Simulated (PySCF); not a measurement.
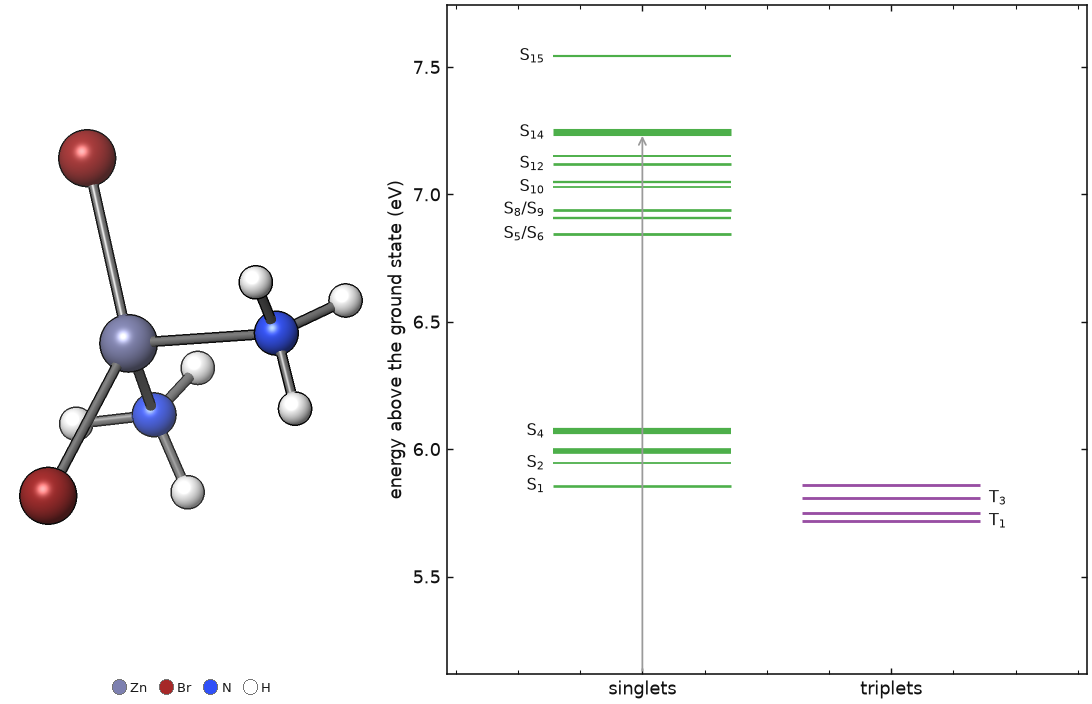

State diagram of ZnN₂H₆Br₂ (ZnBr2(NH3)2), SMILES [NH3]->[Zn](<-[NH3])([Br])[Br], singlet. Vertical TDDFT excitations, CAM-B3LYP/def2-SVPD in PySCF 2.14.0, at a PBE0-D3(BJ)/def2-SVP geometry (no frequency check), gas phase. Triplets in the Tamm-Dancoff approximation; only the lowest 15 singlets and 4 triplets were computed. Thicker singlet lines are brighter; the arrow marks the brightest. S0, at zero, lies below the range drawn. States within 0.01 eV of each other are merged, with their strengths summed. The highest state may be half of a pair whose partner wasn't computed.

Q: What is the vertical gap between S1 and T1?

A: 0.14 eV: S1 at 5.86 eV, T1 at 5.72 eV.

Q: What are the energy, strength and character of the state that the arrow marks?

A: S14 at 7.24 eV (171 nm), f = 0.182, mixed, the largest part being HOMO → LUMO+2 (34 %).

Q: What character does the calculation give T1?

A: Mainly HOMO → LUMO (80 %) (T2 lies within 0.06 eV, too close to order).

Known limits of this run: spin-orbit coupling is left out, and with Br it can shift these levels and split any degenerate set; core orbitals are frozen in the response.
